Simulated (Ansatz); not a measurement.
# CH7N3Si: rotation by 180° about the C2–N3 bond, part 2 of 2

Wanted: the energy profile along the rotation by 180° about the C2–N3 bond, from relaxed end points and a band of images. SMILES of the start: N=C(N)[SiH2]N.

Ansatz 0.2.0; RKS B3LYP-D4/def2-SVP. The steps go on from the part before.

**5. Images and barrier**

Images 0 and 6 are the ends. Energies count from image 0; the path length is the program's own measure over all atoms.

| image | path (Å) | energy (eV) | dihedral Si4–C2–N3–H8 (°) | band force (eV/Å) |
| --- | --- | --- | --- | --- |
| 0 | 0.000 | 0.0000 | 170 | - |
| 1 | 0.843 | 0.0110 | 172 | 0.018 |
| 2 | 1.687 | 0.2076 | -157 | 0.031 |
| 3* | 2.530 | 0.4795 | -125 | 0.018 |
| 4 | 3.281 | 0.2496 | -88 | 0.034 |
| 5 | 4.032 | 0.0100 | -44 | 0.013 |
| 6 | 4.782 | -0.0187 | -30 | - |

The star marks the climbing image.

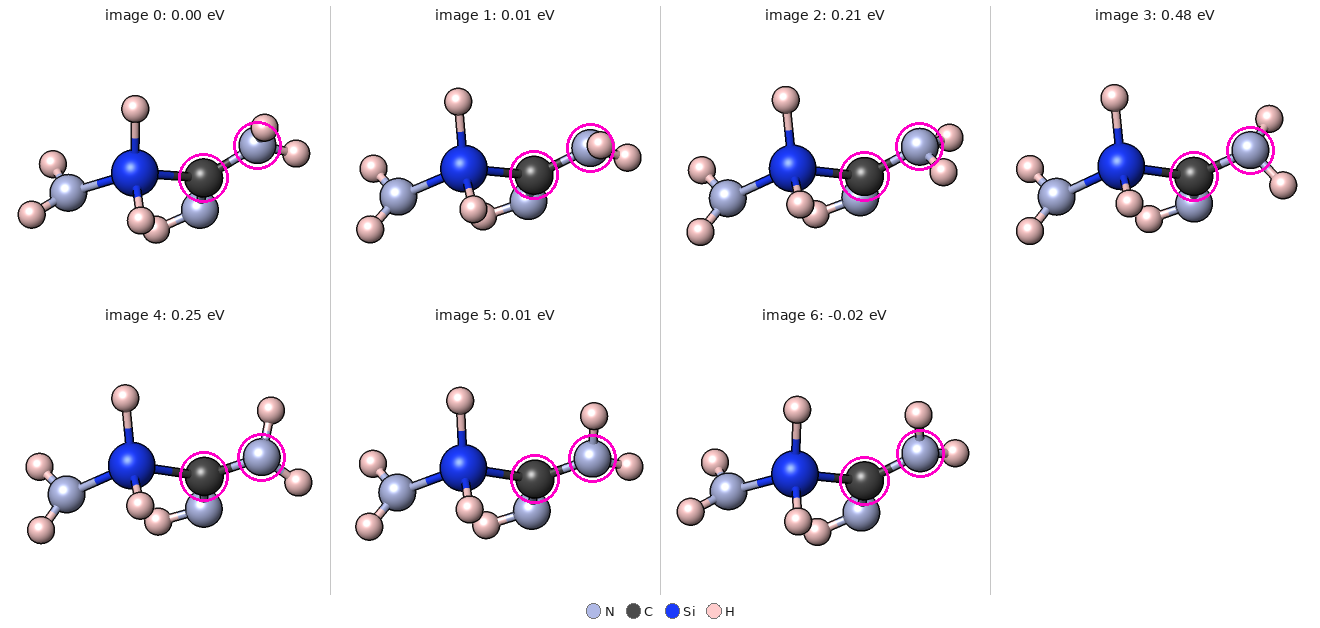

The images of the last band, seen from a free direction. Ringed: C2, N3. Sticks join atoms closer than a bonding distance in each image.

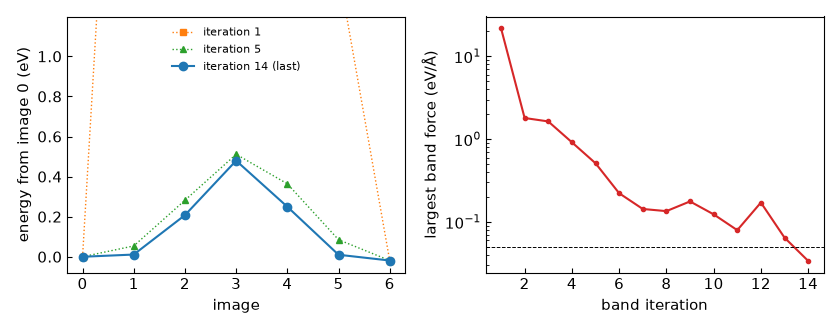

Left: energy of each image for early iterations and the last one (lines only join the points; early values far above the last band run off the scale). Right: the largest band force by iteration, with the threshold dashed.

The top of the band by iteration:

```csv
iteration,highest image above image 0 (eV),largest band force (eV/Å)
1,4.5791,21.881
3,0.6761,1.636
5,0.5113,0.512
7,0.4876,0.144
9,0.4821,0.177
11,0.4813,0.080
13,0.4797,0.065
14,0.4795,0.034
```

Positions of all images (Å):

```xyz
12
image=0 dE=0.0000
N    -1.532   -0.647    0.819
C    -0.281   -0.767    0.556
N     0.390   -1.922    0.878
Si    0.705    0.624   -0.311
N    -0.477    1.610   -1.109
H    -1.869    0.258    0.477
H     1.400   -1.956    0.864
H    -0.090   -2.591    1.473
H     1.756   -0.004   -1.178
H     1.399    1.499    0.678
H    -1.013    1.236   -1.886
H    -0.311    2.604   -1.228
12
image=1 dE=0.0110
N    -1.542   -0.762    0.651
C    -0.266   -0.809    0.522
N     0.440   -1.905    0.974
Si    0.696    0.568   -0.396
N    -0.479    1.667   -1.045
H    -1.897    0.094    0.212
H     1.410   -1.781    1.239
H    -0.085   -2.549    1.561
H     1.576   -0.064   -1.428
H     1.554    1.338    0.554
H    -0.940    1.483   -1.930
H    -0.389    2.664   -0.880
12
image=2 dE=0.2076
N    -1.490   -0.830    0.625
C    -0.214   -0.779    0.556
N     0.570   -1.872    0.970
Si    0.704    0.590   -0.416
N    -0.487    1.699   -1.028
H    -1.884    0.025    0.212
H     1.111   -1.679    1.811
H    -0.007   -2.697    1.133
H     1.459   -0.091   -1.511
H     1.654    1.349    0.447
H    -0.931    1.536   -1.927
H    -0.409    2.693   -0.839
12
image=3 dE=0.4795
N    -1.439   -0.779    0.788
C    -0.190   -0.761    0.549
N     0.695   -1.787    1.054
Si    0.699    0.579   -0.469
N    -0.499    1.690   -1.071
H    -1.874    0.044    0.345
H     0.604   -1.812    2.074
H     0.348   -2.698    0.742
H     1.469   -0.094   -1.558
H     1.629    1.338    0.415
H    -0.943    1.545   -1.973
H    -0.423    2.680   -0.862
12
image=4 dE=0.2496
N    -1.444   -0.697    0.870
C    -0.210   -0.778    0.553
N     0.638   -1.721    1.179
Si    0.691    0.556   -0.477
N    -0.496    1.657   -1.110
H    -1.866    0.101    0.376
H     0.207   -2.077    2.032
H     0.846   -2.516    0.574
H     1.535   -0.082   -1.532
H     1.559    1.337    0.452
H    -0.933    1.524   -2.016
H    -0.449    2.641   -0.867
12
image=5 dE=0.0100
N    -1.492   -0.648    0.868
C    -0.242   -0.758    0.602
N     0.515   -1.753    1.195
Si    0.692    0.566   -0.415
N    -0.485    1.620   -1.129
H    -1.865    0.189    0.407
H    -0.026   -2.418    1.745
H     1.250   -2.178    0.641
H     1.583   -0.107   -1.414
H     1.529    1.393    0.499
H    -0.932    1.421   -2.017
H    -0.448    2.617   -0.948
12
image=6 dE=-0.0187
N    -1.513   -0.620    0.887
C    -0.262   -0.730    0.620
N     0.457   -1.818    1.065
Si    0.712    0.640   -0.290
N    -0.476    1.584   -1.130
H    -1.864    0.275    0.534
H    -0.091   -2.581    1.455
H     1.286   -2.093    0.551
H     1.760   -0.022   -1.138
H     1.405    1.560    0.656
H    -1.017    1.175   -1.886
H    -0.319    2.573   -1.292
```

**6. Vibrations at the top**

The geometry is the highest inner image of the first converged band.

input.yaml reads:

```yaml
crystal:
  periodic: [false, false, false]
  atoms:
    - { symbol: "N", position_ang: [-1.438593, -0.779408, 0.787994] }
    - { symbol: C, position_ang: [-0.190113, -0.761035, 0.549033] }
    - { symbol: "N", position_ang: [0.694994, -1.786599, 1.0545] }
    - { symbol: Si, position_ang: [0.69949, 0.578842, -0.469304] }
    - { symbol: "N", position_ang: [-0.4986, 1.690496, -1.071439] }
    - { symbol: H, position_ang: [-1.874057, 0.043695, 0.345148] }
    - { symbol: H, position_ang: [0.604325, -1.812393, 2.074073] }
    - { symbol: H, position_ang: [0.347538, -2.697776, 0.742089] }
    - { symbol: H, position_ang: [1.468916, -0.094079, -1.558334] }
    - { symbol: H, position_ang: [1.62915, 1.337979, 0.415127] }
    - { symbol: H, position_ang: [-0.942577, 1.544674, -1.972527] }
    - { symbol: H, position_ang: [-0.423375, 2.680405, -0.862459] }
basis:
  gaussian: { orbitals: def2-SVP }
hamiltonian:
  xc: b3lyp
  dispersion: d4
phonons: {}
```

On the command line:

```
ansatz run input.yaml --threads 2 --pin off --max-ram 3072MiB --backend cpu --events-out ev --progress --plain --runs-dir out
```

Log (excerpt; [...] marks lines left out):

```text
Warning: RAYON_NUM_THREADS=2 ignored (pool sized by the plan → 2); use --threads N
[...]
Functional definition: B3LYP
[...]
1205 factors; integrals over basis functions are off by at most 5.3e-4 eV
[...]
mean field -13492.46745684 eV, -495.8390335159 hartree, gradient 2.8e-5 eV, S^2 0.000000; 0 other end points of the search recorded, 0 dependent functions left out
[...]
reference -13492.46773445 eV, -495.8390437180 hartree; 24, 24 occupied and 85, 85 virtual orbitals, 1205 factors
[...]
1205 factors; integrals over basis functions are off by at most 5.3e-4 eV
mean field -13492.46717868 eV, -495.8390232938 hartree, gradient 2.9e-6 eV, S^2 0.000000; 0 other end points of the search recorded, 0 dependent functions left out
[...]
reference -13492.46745625 eV, -495.8390334942 hartree; 24, 24 occupied and 85, 85 virtual orbitals, 1205 factors
[...]
1205 factors; integrals over basis functions are off by at most 5.3e-4 eV
[...]
WARN: phonons: modes at or below zero, which the zero-point energy, F, S and C_V leave out: 1, the lowest at -449.38 cm⁻¹. A minimum has none, and a first-order saddle one
[...]
Atom 4 at    -0.498600     1.690496    -1.071439 Å, force     0.009169    -0.011060     0.017554 eV/Å
Atom 5 at    -1.874057     0.043695     0.345148 Å, force    -0.004205     0.003459     0.000392 eV/Å
Atom 6 at     0.604325    -1.812393     2.074073 Å, force    -0.006109    -0.004696     0.006363 eV/Å
Atom 7 at     0.347538    -2.697776     0.742089 Å, force    -0.009349    -0.004873     0.002625 eV/Å
Atom 8 at     1.468916    -0.094079    -1.558334 Å, force    -0.004251     0.004054     0.004239 eV/Å
Atom 9 at     1.629150     1.337979     0.415127 Å, force    -0.000127    -0.001783    -0.001551 eV/Å
Atom 10 at    -0.942577     1.544674    -1.972527 Å, force     0.002855     0.006301    -0.003558 eV/Å
Atom 11 at    -0.423375     2.680405    -0.862459 Å, force    -0.009514     0.005043    -0.009944 eV/Å
Dipole moment:    -0.053515     0.294391    -0.232353 e Å
Vibrations: -449.38 71.13 149.13 156.94 315.17 329.87 357.88 452.04 567.28 657.46 710.75 819.25 880.45 900.61 911.22 937.07 956.29 1079.72 1184.54 1350.96 1544.50 1577.30 1708.69 2206.23 2226.31 3387.51 3452.47 3524.53 3575.66 3667.84 cm⁻¹, zero-point energy 2.458533 eV
```

Wall time 3.8 min (2 threads of Arm Neoverse N1, shared host); peak memory 0.24 GiB.

Of 30 modes, 1 is imaginary by more than 30 cm⁻¹ (449i cm⁻¹).

**7. The band again, with other settings**

crystal.atoms is end A as relaxed above, and neb.final_atoms is end B, turned to lie on A. With 3 inner images the band has 5 in all. The start path is listed, through a guess of the saddle.

input.yaml reads:

```yaml
crystal:
  periodic: [false, false, false]
  atoms:
    - { symbol: "N", position_ang: [-1.532188, -0.64696, 0.818912] }
    - { symbol: C, position_ang: [-0.280656, -0.767395, 0.556301] }
    - { symbol: "N", position_ang: [0.389944, -1.92175, 0.878448] }
    - { symbol: Si, position_ang: [0.704514, 0.623681, -0.310865] }
    - { symbol: "N", position_ang: [-0.476617, 1.609758, -1.108801] }
    - { symbol: H, position_ang: [-1.868841, 0.258204, 0.477241] }
    - { symbol: H, position_ang: [1.399967, -1.955626, 0.863645] }
    - { symbol: H, position_ang: [-0.089824, -2.590687, 1.47341] }
    - { symbol: H, position_ang: [1.756178, -0.003665, -1.178007] }
    - { symbol: H, position_ang: [1.399113, 1.499199, 0.677728] }
    - { symbol: H, position_ang: [-1.013381, 1.236032, -1.886191] }
    - { symbol: H, position_ang: [-0.311109, 2.604009, -1.22792] }
basis:
  gaussian: { orbitals: def2-SVP }
hamiltonian:
  xc: b3lyp
  dispersion: d4
neb:
  order_check: false
  images: 3
  f_tol: 0.05
  max_iterations: 60
  climbing: false
  final_atoms:
    - { symbol: "N", position_ang: [-1.51255204, -0.62039232, 0.88735482] }
    - { symbol: C, position_ang: [-0.26212579, -0.72969191, 0.61994052] }
    - { symbol: "N", position_ang: [0.45714133, -1.81758326, 1.06517357] }
    - { symbol: Si, position_ang: [0.71157993, 0.64024387, -0.29007396] }
    - { symbol: "N", position_ang: [-0.47587593, 1.58393931, -1.12977353] }
    - { symbol: H, position_ang: [-1.8640273, 0.27511636, 0.53381579] }
    - { symbol: H, position_ang: [-0.09094124, -2.58063025, 1.45547919] }
    - { symbol: H, position_ang: [1.28553647, -2.09276976, 0.55128657] }
    - { symbol: H, position_ang: [1.75992408, -0.02179823, -1.13764524] }
    - { symbol: H, position_ang: [1.40465294, 1.55997697, 0.65575268] }
    - { symbol: H, position_ang: [-1.0173714, 1.17502166, -1.88577672] }
    - { symbol: H, position_ang: [-0.31884105, 2.57336756, -1.29163269] }
  initial_path:
    images:
      - { positions_ang: [[-1.532188, -0.64696, 0.818912], [-0.280656, -0.767395, 0.556301], [0.389944, -1.92175, 0.878448], [0.704514, 0.623681, -0.310865], [-0.476617, 1.609758, -1.108801], [-1.868841, 0.258204, 0.477241], [1.399967, -1.955626, 0.863645], [-0.089824, -2.590687, 1.47341], [1.756178, -0.003665, -1.178007], [1.399113, 1.499199, 0.677728], [-1.013381, 1.236032, -1.886191], [-0.311109, 2.604009, -1.22792]] }
      - { positions_ang: [[-1.45432271, -0.70072056, 0.85430154], [-0.22197849, -0.76647087, 0.58097259], [0.46190538, -1.88411312, 0.9340313], [0.72451353, 0.66609469, -0.33932616], [-0.51195778, 1.65946778, -1.05828214], [-1.8490483, 0.22188352, 0.49741719], [0.96276216, -2.02254885, 1.4503062], [0.13651496, -2.62075771, 0.97003916], [1.60368531, 0.12023626, -1.3329662], [1.46697874, 1.51287688, 0.60814952], [-1.04606508, 1.21364522, -1.77630772], [-0.19588772, 2.54520676, -1.35443427]] }
      - { positions_ang: [[-1.37645742, -0.75448111, 0.88969108], [-0.16330099, -0.76554675, 0.60564417], [0.53386677, -1.84647624, 0.98961461], [0.74451307, 0.70850837, -0.36778733], [-0.54729856, 1.70917757, -1.00776328], [-1.8292556, 0.18556304, 0.51759338], [0.52555732, -2.0894717, 2.03696741], [0.36285392, -2.65082842, 0.46666832], [1.45119262, 0.24413753, -1.4879254], [1.53484447, 1.52655475, 0.53857104], [-1.07874916, 1.19125844, -1.66642445], [-0.08066644, 2.48640451, -1.48094855]] }
      - { positions_ang: [[-1.44450473, -0.68743671, 0.88852295], [-0.21271339, -0.74761933, 0.61279235], [0.49550405, -1.83202975, 1.02739409], [0.7280465, 0.67437612, -0.32893064], [-0.51158724, 1.64655844, -1.0687684], [-1.84664145, 0.2303397, 0.52570459], [0.21730804, -2.33505098, 1.7462233], [0.82419519, -2.37179909, 0.50897745], [1.60555835, 0.11116965, -1.31278532], [1.4697487, 1.54326586, 0.59716186], [-1.04806028, 1.18314005, -1.77610058], [-0.19975374, 2.52988604, -1.38629062]] }
      - { positions_ang: [[-1.51255204, -0.62039232, 0.88735482], [-0.26212579, -0.72969191, 0.61994052], [0.45714133, -1.81758326, 1.06517357], [0.71157993, 0.64024387, -0.29007396], [-0.47587593, 1.58393931, -1.12977353], [-1.8640273, 0.27511636, 0.53381579], [-0.09094124, -2.58063025, 1.45547919], [1.28553647, -2.09276976, 0.55128657], [1.75992408, -0.02179823, -1.13764524], [1.40465294, 1.55997697, 0.65575268], [-1.0173714, 1.17502166, -1.88577672], [-0.31884105, 2.57336756, -1.29163269]] }
```

On the command line:

```
ansatz run input.yaml --threads 2 --pin off --max-ram 3072MiB --backend cpu --events-out ev --progress --plain --runs-dir out
```

Log (excerpt; [...] marks lines left out):

```text
Warning: RAYON_NUM_THREADS=2 ignored (pool sized by the plan → 2); use --threads N
[...]
[... 1 set-up line as earlier in the session ...]
[...]
1206 factors; integrals over basis functions are off by at most 3.5e-4 eV
[...]
mean field -13492.94243372 eV, -495.8564885944 hartree, gradient 4.0e-5 eV, S^2 0.000000; 0 other end points of the search recorded, 0 dependent functions left out
[...]
reference -13492.94271003 eV, -495.8564987485 hartree; 24, 24 occupied and 85, 85 virtual orbitals, 1206 factors
1206 factors; integrals over basis functions are off by at most 4.0e-4 eV
[...]
mean field -13492.96123757 eV, -495.8571796231 hartree, gradient 3.7e-5 eV, S^2 0.000000; 0 other end points of the search recorded, 0 dependent functions left out
[...]
reference -13492.96151216 eV, -495.8571897141 hartree; 24, 24 occupied and 85, 85 virtual orbitals, 1206 factors
[...]
NEB iter   1: max|band force component| = 2.507e1 eV/Å  barrier→ = 6.1886 eV  barrier← = 6.2073 eV  Δτ_max = 0.1993 Å  (134 SCF iters)
[...]
NEB iter   3: max|band force component| = 1.854e0 eV/Å  barrier→ = 0.6115 eV  barrier← = 0.6303 eV  Δτ_max = 0.1607 Å  (88 SCF iters)
[...]
NEB iter   4: max|band force component| = 7.113e-1 eV/Å  barrier→ = 0.5271 eV  barrier← = 0.5458 eV  Δτ_max = 0.0783 Å  (89 SCF iters)
[...]
1206 factors; integrals over basis functions are off by at most 4.1e-4 eV
mean field -13492.80273079 eV, -495.8513546063 hartree, gradient 1.3e-5 eV, S^2 0.000000; 0 other end points of the search recorded, 0 dependent functions left out
[...]
reference -13492.80300334 eV, -495.8513646223 hartree; 24, 24 occupied and 85, 85 virtual orbitals, 1206 factors
[...]
1206 factors; integrals over basis functions are off by at most 6.6e-4 eV
mean field -13492.43120018 eV, -495.8377011083 hartree, gradient 1.4e-5 eV, S^2 0.000000; 0 other end points of the search recorded, 0 dependent functions left out
[...]
reference -13492.43147675 eV, -495.8377112720 hartree; 24, 24 occupied and 85, 85 virtual orbitals, 1206 factors
```

**8. The output, continued: band between the two ends**

The log, continued (excerpt; [...] marks lines left out):

```text
[...]
1206 factors; integrals over basis functions are off by at most 5.0e-4 eV
[...]
mean field -13492.73515903 eV, -495.8488713899 hartree, gradient 1.8e-5 eV, S^2 0.000000; 0 other end points of the search recorded, 0 dependent functions left out
[...]
reference -13492.73543320 eV, -495.8488814656 hartree; 24, 24 occupied and 85, 85 virtual orbitals, 1206 factors
NEB iter   5: max|band force component| = 6.239e-1 eV/Å  barrier→ = 0.5137 eV  barrier← = 0.5325 eV  Δτ_max = 0.0577 Å  (90 SCF iters)
[...]
NEB iter  10: max|band force component| = 5.050e-2 eV/Å  barrier→ = 0.4702 eV  barrier← = 0.4889 eV  Δτ_max = 0.0275 Å  (88 SCF iters)
[...]
NEB iter  11: max|band force component| = 4.095e-2 eV/Å  barrier→ = 0.4680 eV  barrier← = 0.4868 eV  Δτ_max = 0.0000 Å  (171 SCF iters)
Total energy: -13492.87460815 eV, -495.8539960505 hartree
[...]
Atom 3 at     0.710487     0.604000    -0.435542 Å, force    -0.002679    -0.014181     0.016168 eV/Å
Atom 4 at    -0.503701     1.693589    -1.046722 Å, force    -0.012500     0.010628     0.010177 eV/Å
Atom 5 at    -1.869763     0.058007     0.351424 Å, force    -0.002644    -0.003507    -0.026507 eV/Å
Atom 6 at     0.699080    -1.811589     2.024656 Å, force     0.087788     0.043755    -0.016045 eV/Å
Atom 7 at     0.242320    -2.715610     0.758939 Å, force    -0.086847    -0.015514     0.066829 eV/Å
Atom 8 at     1.506864    -0.072554    -1.503084 Å, force     0.009320     0.010693     0.004910 eV/Å
Atom 9 at     1.618940     1.388841     0.447741 Å, force     0.006160     0.002551     0.004560 eV/Å
Atom 10 at    -1.008039     1.469619    -1.899697 Å, force     0.008800    -0.000370    -0.003678 eV/Å
Atom 11 at    -0.366947     2.696405    -0.972469 Å, force    -0.002881     0.009908     0.013669 eV/Å
Dipole moment:    -0.034611     0.305012    -0.203246 e Å
this run last wrote the band of iteration 11 to <dir>
```

It took 2.7 min on 2 threads of Arm Neoverse N1, shared host; peak memory 0.24 GiB.

**9. The band, image by image**

The 3 inner images lie between the fixed ends 0 and 4. Energy is taken from image 0, and the path length is the program's own coordinate along the band.

| image | path (Å) | energy (eV) | dihedral Si4–C2–N3–H8 (°) | band force (eV/Å) |
| --- | --- | --- | --- | --- |
| 0 | 0.000 | 0.0000 | 170 | - |
| 1 | 1.053 | 0.0753 | -172 | 0.041 |
| 2 | 2.105 | 0.4680 | -131 | 0.020 |
| 3 | 3.158 | 0.1750 | -79 | 0.027 |
| 4 | 4.210 | -0.0187 | -30 | - |

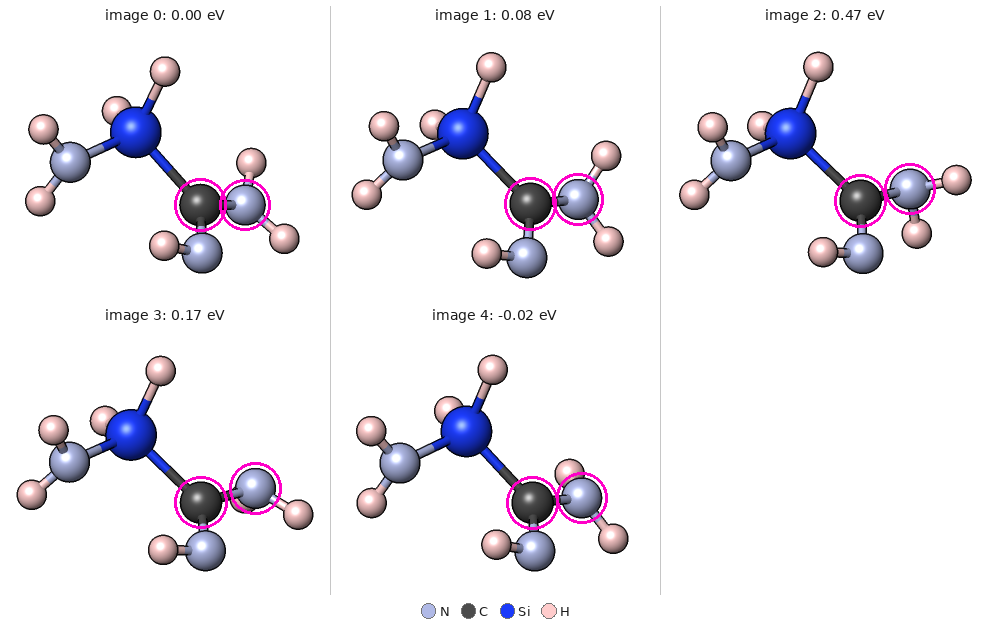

Snapshots along the band, viewed from a chosen angle. Ringed: C2, N3. Sticks join atoms closer than a bonding distance in each image.

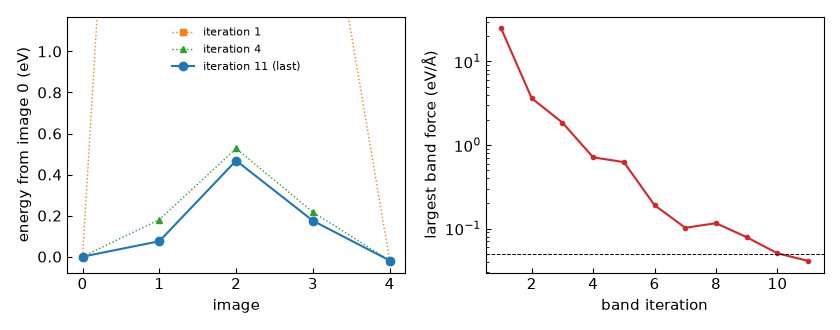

Left: energy of each image for early iterations and the last one (lines only join the points; early values far above the last band run off the scale). Right: the largest band force by iteration, with the threshold dashed.

**10. Outcome**

This closing draws on all 2 parts.

| quantity | value |
| --- | --- |
| end A | 9 moves, 0.754 eV lower |
| end B | 7 moves, 0.820 eV lower |
| first band: barrier forwards | 0.48 eV |
| first band: barrier backwards | 0.50 eV |
| first band: second end relative to first | -0.019 eV |
| first band: highest image | 3 of 0 to 6, climbing |
| first band: band iterations | 14 |
| imaginary modes at the top | 449i cm⁻¹ |
| second band | top 0.468 eV above image 0, 11 iterations, 3 inner images, none climbing |
| time, first and second band | 5.5 min and 2.7 min |

In words: In the first band: the barrier from the first end is 0.48 eV, 19 times kT at 300 K, which at an assumed attempt frequency of 10^13 s⁻¹ means a rate near 10^5 s⁻¹. The second end lies 0.019 eV below the first, so the way back costs 0.50 eV. The listed dihedral goes from 170° at end A through -125° at the highest image to -30° at end B; the relaxed ends differ by 160° in it rather than the 180° set up, and other torsions can move along the band as well. One imaginary mode, as a first-order saddle point has. The second band's top lies 12 meV below the first's, as a band that doesn't climb stops under the top. As for the second band: so few images can miss the top or cut a corner of the path. Zero-point energy and entropy are left out.
